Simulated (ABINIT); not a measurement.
**InP (F-43m): third-order response**

Wanted: vibrational spectra of InP (F-43m) from linear and non-linear response.

Calculated with ABINIT 10.8.3; DFT LDA, scalar-relativistic, plane waves, PseudoDojo norm-conserving pseudopotentials.

The experiments to compare with:

“Universal growth of ultra-thin III–V semiconductor single crystals” (2020, pmc:7414113) reports for InP, zinc blende, by Raman, 532 nm excitation (bulk InP reference crystal): Raman mode (TO, bulk) 306 cm⁻¹ [bulk reference spectrum shown in the supplement; assignment to TO implied by order].

Most raw output is cut from this account.

The database entry behind the starting cell differs from later determinations by our own check (0.1 to 0.3 % short, probably kX units), so it need not match the best structure at ambient conditions.

## (1) The structure

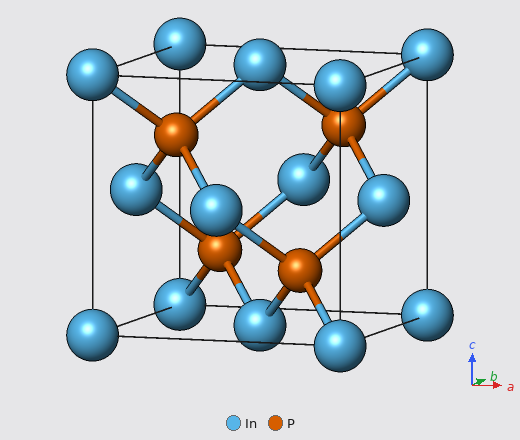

The starting structure, seen slightly off an axis (indium blue, phosphorus orange). This picture shows the conventional cell, with its axes. Bonds to atoms that aren't drawn are left out. Some periodic images of atoms are drawn too.

## (2) A first look

A first run with smearing and empty bands tells whether the crystal has a gap, which decides between fixed occupations and smearing later on.

probe.abi

```
# ground state
tolvrs 1.0d-08
prtden 1
prtwf 1

# basis, mesh and filling
ecut 31.0
ngkpt 6 6 6
nshiftk 1
shiftk 0.0 0.0 0.0
istwfk *1
occopt 7
tsmear 0.005
nband 15
nstep 100
diemac 9.0
prtebands 0
prtgsr 0

# cell and atoms
acell 7.83169184 7.83169184 7.83169184
rprim 
    -0.7071067812 0.0 0.7071067812
    0.0 0.7071067812 0.7071067812
    -0.7071067812 0.7071067812 0.0
ntypat 2
znucl 49 15
natom 2
typat 1 2
xred 
    0.0 0.0 0.0
    0.25 0.25 0.25
pp_dirpath "./pseudo"
pseudos "In.upf, P.upf"
```

On the command line:

```sh
OMP_NUM_THREADS=1 mpirun -n 4 abinit probe.abi > probe.log
```

It took 8.5 s on 4 MPI ranks of Arm Neoverse V1, shared host.

Numbers from this step:

```
volume per atom   : 25.17 Å³
pressure          : -1.921 GPa
gap on the k-mesh : 0.4833 eV
```

A gap of 0.48 eV opens on this mesh, so the crystal is taken as an insulator; the printed pressure holds the stress of the finite basis too.

## (3) Relaxation

The harmonic expansion needs vanishing forces, and a free crystal bears no stress, so cell and atoms are brought to rest. Stress is more sensitive to the basis than forces are: the last 3 Ha under the cutoff are smoothed with ecutsm, and the cutoff is raised above that of the later runs.

relax.abi

```
# relaxation
ionmov 2
optcell 2
dilatmx 1.08
ntime 40
tolmxf 1.0d-05
tolvrs 1.0d-14
prtwf 0
prtden 0
chksymtnons 0

# basis, mesh and filling
ecut 39.0
ecutsm 3.0
ngkpt 10 10 10
nshiftk 1
shiftk 0.0 0.0 0.0
istwfk *1
occopt 1
nband 9
nstep 100
diemac 9.0
prtebands 0
prtgsr 0

# cell and atoms
acell 7.83169184 7.83169184 7.83169184
rprim 
    -0.7071067812 0.0 0.7071067812
    0.0 0.7071067812 0.7071067812
    -0.7071067812 0.7071067812 0.0
ntypat 2
znucl 49 15
natom 2
typat 1 2
xred 
    0.0 0.0 0.0
    0.25 0.25 0.25
pp_dirpath "./pseudo"
pseudos "In.upf, P.upf"
```

On the command line:

```sh
OMP_NUM_THREADS=1 mpirun -n 4 abinit relax.abi > relax.log
```

Wall time 1.7 min (4 MPI ranks); 6.9 min of CPU time.

The steps of the relaxation:

| step | energy less that of the first step (eV) | largest force (eV/Å) | volume (Å³) |
| --- | --- | --- | --- |
| 1 | 0.0000 | 0.0000 | 50.33 |
| 2 | -0.0015 | 0.0000 | 50.13 |
| 3 | -0.0041 | 0.0000 | 49.34 |
| 4 | -0.0041 | 0.0000 | 49.36 |

| conventional cell, symmetrised | before | after | change |
| --- | --- | --- | --- |
| a (Å) | 5.861 | 5.823 | -0.6 % |
| b (Å) | 5.861 | 5.823 | -0.6 % |
| c (Å) | 5.861 | 5.823 | -0.6 % |
| volume (Å³/atom) | 25.17 | 24.68 | -1.9 % |

Final coordinates:

```
In P
1.0
    -2.91148    0.00000    2.91148
     0.00000    2.91148    2.91148
    -2.91148    2.91148    0.00000
In P
1 1
Direct
  0.00000 0.00000 0.00000
  0.25000 0.25000 0.25000
```

This step gave:

```
volume per atom : 24.68 Å³
pressure        : -7.64e-4 GPa
```

The volume changes by -1.9 % in this run and stands -1.9 % from the first cell.

## (4) Ground state

First-order wavefunctions inherit every error of the ground state, hence the very tight tolvrs. The mesh is shifted off Γ, since shifted meshes converge sums over the zone faster.

gs.abi

```
# ground state
tolvrs 1.0d-16
prtden 1
prtwf 1

# basis, mesh and filling
ecut 31.0
ngkpt 8 8 8
nshiftk 4
shiftk 
    0.5 0.5 0.5
    0.5 0.0 0.0
    0.0 0.5 0.0
    0.0 0.0 0.5
istwfk *1
occopt 1
nband 9
nstep 100
diemac 9.0
prtebands 0
prtgsr 0

# cell and atoms
acell 7.78086189 7.78086189 7.78086189
rprim 
    -0.7071067812 0.0 0.7071067812
    0.0 0.7071067812 0.7071067812
    -0.7071067812 0.7071067812 0.0
ntypat 2
znucl 49 15
natom 2
typat 1 2
xred 
    0.0 0.0 0.0
    0.25 0.25 0.25
pp_dirpath "./pseudo"
pseudos "In.upf, P.upf"
```

On the command line:

```sh
OMP_NUM_THREADS=1 mpirun -n 4 abinit gs.abi > gs.log
```

Run time: 33 s. Hardware: 4 MPI ranks.

Read from the output:

- pressure: -0.5762 GPa

The cell stands at -0.58 GPa: the relaxation ran with a smoothed and higher cutoff and on another k mesh.

## (5) The gap at rest

Empty bands on the ground state's density check that the gap assumed so far is there in this cell.

gap.abi

```
# empty bands on the ground state's density
iscf -2
getden_filepath "gso_DEN"
tolwfr 1.0d-12
nbdbuf 2
prtwf 0

# basis, mesh and filling
ecut 31.0
ngkpt 12 12 12
nshiftk 1
shiftk 0.0 0.0 0.0
istwfk *1
occopt 1
nband 13
nstep 100
diemac 9.0
prtebands 0
prtgsr 0

# cell and atoms
acell 7.78086189 7.78086189 7.78086189
rprim 
    -0.7071067812 0.0 0.7071067812
    0.0 0.7071067812 0.7071067812
    -0.7071067812 0.7071067812 0.0
ntypat 2
znucl 49 15
natom 2
typat 1 2
xred 
    0.0 0.0 0.0
    0.25 0.25 0.25
pp_dirpath "./pseudo"
pseudos "In.upf, P.upf"
```

On the command line:

```sh
OMP_NUM_THREADS=1 mpirun -n 4 abinit gap.abi > gap.log
```

It took 19 s on 4 MPI ranks; 74 s of CPU time.

Read from the output:

- gap on the k-mesh: 0.5943 eV

In this cell the gap on the mesh is 0.59 eV, direct, so fixed occupations hold.

## (6) Linear response at Γ

The derivative of the wavefunctions by k comes first, since the response to a field is built on it; then the field and the displacements that symmetry doesn't supply are solved at q = 0. By the 2n+1 theorem the first-order wavefunctions also give third derivatives: Raman tensors and the non-linear susceptibility.

It reads the wavefunctions written in step 4.

dfpt_gamma.abi

```
ndtset 3

# common to the responses
getwfk_filepath "gso_WFK"
kptopt 2
nqpt 1
qpt 0.0 0.0 0.0
asr 0
chneut 0

# d/dk
rfelfd1 2
rfdir1 1 1 1
iscf1 -3
tolwfr1 1.0d-20

# displacements, field
rfphon2 1
rfatpol2 1 2
rfdir2 1 1 1
rfelfd2 3
getddk2 1
tolvrs2 1.0d-10
prepanl2 1
prtden2 1

# third order
optdriver3 5
getden_filepath3 "gso_DEN"
get1den3 2
get1wf3 2
getddk3 1
d3e_pert1_elfd3 1
d3e_pert1_phon3 1
d3e_pert1_atpol3 1 2
d3e_pert1_dir3 1 1 1
d3e_pert2_elfd3 1
d3e_pert2_dir3 1 1 1
d3e_pert3_elfd3 1
d3e_pert3_dir3 1 1 1
usepead3 1
tolvrs3 1.0d-10

# basis, mesh and filling
ecut 31.0
ngkpt 8 8 8
nshiftk 4
shiftk 
    0.5 0.5 0.5
    0.5 0.0 0.0
    0.0 0.5 0.0
    0.0 0.0 0.5
istwfk *1
occopt 1
nband 9
nstep 100
diemac 9.0
prtebands 0
prtgsr 0

# cell and atoms
acell 7.78086189 7.78086189 7.78086189
rprim 
    -0.7071067812 0.0 0.7071067812
    0.0 0.7071067812 0.7071067812
    -0.7071067812 0.7071067812 0.0
ntypat 2
znucl 49 15
natom 2
typat 1 2
xred 
    0.0 0.0 0.0
    0.25 0.25 0.25
pp_dirpath "./pseudo"
pseudos "In.upf, P.upf"
```

On the command line:

```sh
OMP_NUM_THREADS=1 mpirun -n 4 abinit dfpt_gamma.abi > dfpt_gamma.log
```

Run time: 67 min. Hardware: 4 MPI ranks; 4.5 h of CPU time.

Read from the output:

```yaml
miss_of_the_charge_sum_rule: 0.004993 e
largest_acoustic_frequency_at_the_zone_centre_before_the_sum_rule: 0.36 cm⁻¹
highest_optical_zone_centre_mode_no_lo_to_term: 304.1 cm⁻¹
lowest_optical_zone_centre_mode: 304.1 cm⁻¹
mean_high_frequency_dielectric_constant: 11.53
largest_born_charge_in_size_third_of_the_trace: 2.462 e
```

Born charge (rows field, columns displacement), before the sum rule (e), principal values of the symmetric part by kind of site:

| atom | atoms with these values | low | middle | high | mean |
| --- | --- | --- | --- | --- | --- |
| In1 | 1 | 2.46 | 2.46 | 2.46 | 2.46 |
| P2 | 1 | -2.46 | -2.46 | -2.46 | -2.46 |

In full for In1:

```
2.46 0.00 0.00
0.00 2.46 0.00
0.00 0.00 2.46
```

High-frequency dielectric tensor:

```
11.53  0.00  0.00
 0.00 11.53  0.00
 0.00  0.00 11.53
```

The acoustic modes at Γ come out as far as 0.4 cm⁻¹ from zero, where they should vanish, a small numerical error; the Born charges miss their sum rule by 0.0050 e, which is good.

## (7) Modes with the sum rule

anaddb reads the merged derivatives, imposes the acoustic sum rule and charge neutrality, and adds the LO-TO term along chosen directions.

anaddb.abi

```
ddb_filepath "gamma_DDB"
output_file "anaddb.abo"
outdata_prefix "anaddb"
asr 1
chneut 1
enunit 2
eivec 1
nph1l 1
qph1l 0.0 0.0 0.0 1.0
dieflag 1
nph2l 3
qph2l 
    1.0 0.0 0.0 0.0
    0.0 0.0 1.0 0.0
    1.0 1.0 1.0 0.0
nlflag 1
ramansr 1
alphon 1
prtmbm 1
```

mrgddb.in

```
gamma_DDB
merged
3
dfpt_gammao_DS2_DDB
dfpt_gammao_DS3_DDB
gso_DDB
```

On the command line:

```sh
mrgddb < mrgddb.in > mrgddb.log
OMP_NUM_THREADS=1 anaddb anaddb.abi > anaddb.log
```

Run time: 0.78 s. Hardware: 1 thread.

Read from the output:

| Quantity | Value |
| --- | --- |
| mean static dielectric constant | 14.21 |
| highest mode moved by the LO-TO term | 337.6 cm⁻¹ |

No LO-TO term; unit eigenvectors of the mass-weighted matrix, from anaddb's displacements. The modes at Γ (shares of kinetic energy by element, %):

| mode | frequency (cm⁻¹) | symmetry | In % | P % |
| --- | --- | --- | --- | --- |
| 1 | 0.0 | acoustic | 79 | 21 |
| 2 | 0.0 | acoustic | 79 | 21 |
| 3 | 0.0 | acoustic | 79 | 21 |
| 4 | 304.1 | T2 | 21 | 79 |
| 5 | 304.1 | T2 | 21 | 79 |
| 6 | 304.1 | T2 | 21 | 79 |

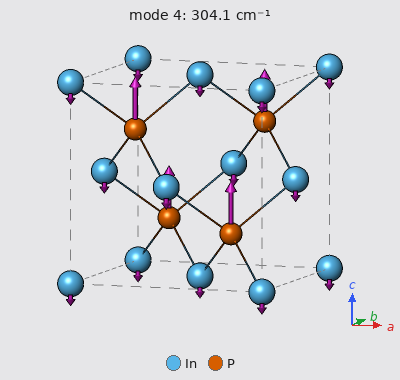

Displacement patterns of mode 4 at Γ; arrows are exaggerated. Bonds to atoms that aren't drawn are left out. Some periodic images of atoms are drawn too.

Trace of the oscillator strength, degenerate modes summed. Infrared lines, with heights relative to the strongest:

| position (cm⁻¹) | lines merged | IR intensity, relative |
| --- | --- | --- |
| 304 | 3 | 100 |

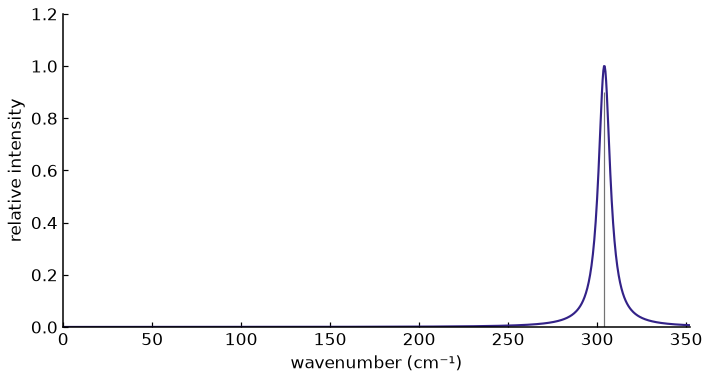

The infrared spectrum, broadened with Lorentzians of width 8 cm⁻¹; bars mark the lines.

From anaddb's Raman susceptibilities, degenerate modes summed; transverse modes, the longitudinal lines of polar modes are not listed. Raman lines, with heights relative to the strongest:

| position (cm⁻¹) | lines merged | Raman activity (Å⁴/amu), powder, relative |
| --- | --- | --- |
| 304 | 3 | 100 |

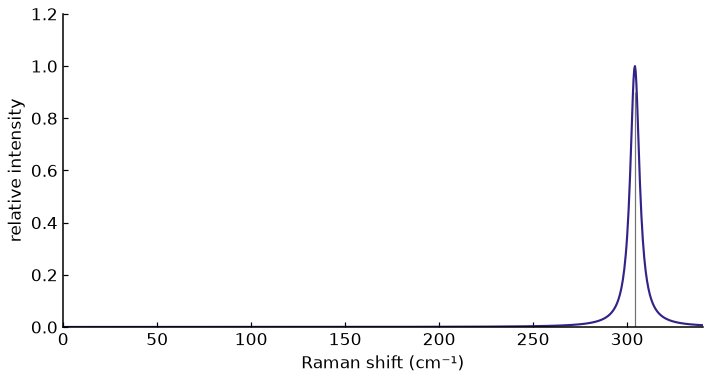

The Raman spectrum, broadened with Lorentzians of width 6 cm⁻¹; bars mark the lines.

Static dielectric tensor (ions relaxed, fixed cell):

```
14.21  0.00  0.00
 0.00 14.21  0.00
 0.00  0.00 14.21
```

Non-linear optical d (pm/V). Tensor:

| field along | xx | yy | zz | yz | xz | xy |
| --- | --- | --- | --- | --- | --- | --- |
| x | 0 | 0 | 0 | -93.72 | 0 | 0 |
| y | 0 | 0 | 0 | 0 | -93.72 | 0 |
| z | 0 | 0 | 0 | 0 | 0 | -93.72 |

The rule moves no optical mode by more than 0.1 cm⁻¹.

## (8) Sum rules set otherwise (asr 0)

Without the rule the raw error of the acoustic modes shows.

anaddb.abi, as its differences from that of step 7:

```diff
@@ -3,4 +3,4 @@
 outdata_prefix "anaddb"
-asr 1
-chneut 1
+asr 0
+chneut 0
 enunit 2
```

mrgddb.in is that of step 7.

Wall time 0.77 s (1 thread).

Zone-centre frequencies as printed; negative means imaginary. Modes:

| mode | frequency (cm⁻¹) |
| --- | --- |
| 1 | 0.36 |
| 2 | 0.36 |
| 3 | 0.36 |
| 4 | 304.1 |
| 5 | 304.1 |
| 6 | 304.1 |

## (9) What came out

| Item | Value |
| --- | --- |
| space group after relaxation | F-43m |
| volume per atom | 24.7 Å³ |
| highest optical zone-centre mode (no LO-TO term) | 304.1 cm⁻¹ |
| highest mode moved by the LO-TO term | 337.6 cm⁻¹ |
| mean high-frequency dielectric constant | 11.5 |
| largest Born charge in size (third of the trace) | 2.46 e |
| mean static dielectric constant | 14.2 |
| imaginary optical modes at the zone centre (no q mesh in this session) | none |

In words: The largest Raman activity of InP (F-43m) lies at 304 cm⁻¹ and the strongest infrared line at 304 cm⁻¹ (transverse modes). At the LDA level the optical modes of InP (F-43m) at the zone centre (no LO-TO term) lie at 304 cm⁻¹. The base run prints -0.58 GPa, mostly the error of a finite basis; the relaxation, with a smoothed and higher cutoff, had brought the cell to rest. Along the directions run, the highest mode that the macroscopic field moves lies at 338 cm⁻¹. Lattice motion raises the mean dielectric constant from 11.53 to 14.21. The Raman intensities rest on static tensors of the transverse modes; green light lies near or above this gap, where resonance changes them. The Born charge of In is 2.457 e against a formal charge of +3, somewhat under it. The Lyddane-Sachs-Teller relation holds: (ωLO/ωTO)² is 1.23 and ε₀/ε∞ is 1.23. These are harmonic frequencies at zero temperature: anharmonic shifts and linewidths and thermal expansion are left out.

Calculation against experiment:

| quantity | measured | LDA PseudoDojo norm-conserving, ABINIT |
| --- | --- | --- |
| Raman mode, TO, bulk (cm⁻¹) | 306 | 304 (-0.6 %) |

Measured values from pmc:7414113 (2020).

**Verdict.** The Raman mode is off by -0.6 %: good agreement. The grades are ours: good and fair within 3 and 7 % for the Raman mode. Zero-point motion and thermal expansion are not in the computed Raman mode.

[Host names and launcher messages were left out of these logs when they were recorded.]

[Logs are printed without paths, hosts, clocks, repeated set-up lines and the standing remarks that a program may print on its own settings, such as how far it seeks lower states.]

[Hosts, paths, dates, database ids (printed as entryN), source tags and the programs' standing remarks are cut or masked in the printed files.]
